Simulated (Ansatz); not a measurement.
Input

```
crystal:
  periodic: [false, false, false]
  atoms:
    - {symbol: C, position_ang: [-0.754120, 1.047799, -0.988663]}
    - {symbol: S, position_ang: [-0.671177, -0.767019, -0.982153]}
    - {symbol: Sn, position_ang: [0.734126, -1.093562, 0.928576]}
    - {symbol: H, position_ang: [-1.380678, 1.327011, -1.835974]}
    - {symbol: H, position_ang: [0.231615, 1.493643, -1.124221]}
    - {symbol: H, position_ang: [-1.212481, 1.431548, -0.076836]}
    - {symbol: H, position_ang: [2.224690, -0.301288, 0.660554]}
    - {symbol: H, position_ang: [0.942263, -2.773284, 1.102558]}
    - {symbol: H, position_ang: [-0.025837, -0.411047, 2.298960]}
basis:
  gaussian: {orbitals: def2-TZVPP}
hamiltonian: {xc: pbe0, dispersion: d4}
output: {orbitals: {seedname: orbitals}}
```

Run with:

```sh
ansatz run in.yaml --threads 2 --pin off --events-out ev --progress --plain --max-ram 32768MiB --backend cpu
```

Geometry: PBE0-D4/def2-TZVP; core potentials replace the inner electrons of Sn.

Level of theory: RKS PBE0-D4/def2-TZVPP in Ansatz.

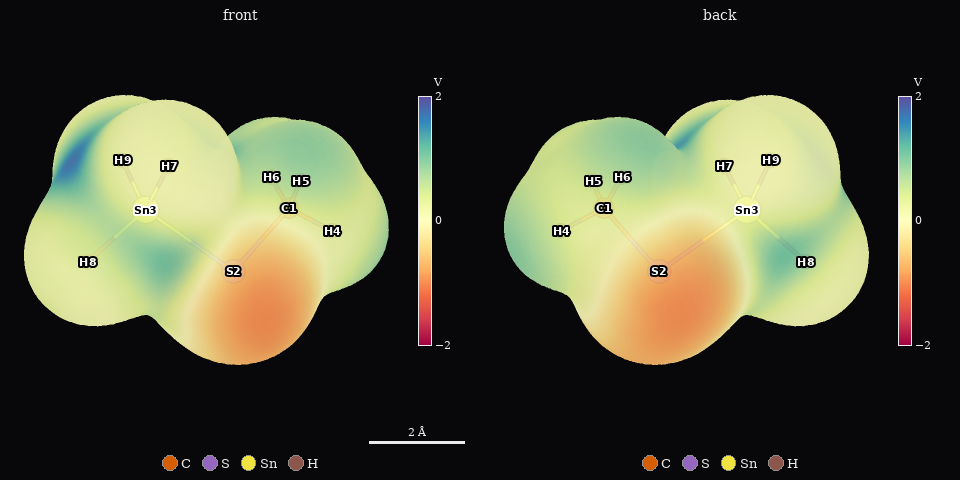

CH$_{6}$SSn. The molecular electrostatic potential painted on the density surface at 0.002 e/bohr³, seen from the front and from behind; red is negative and blue positive.

Q: Which sites attract a positive test charge, and which a negative one?

A: A positive charge is drawn to the negative regions and a negative charge to the positive ones. The most negative region (about −1.0 V) lies over S2, the most positive (about +1.6 V) over Sn3.
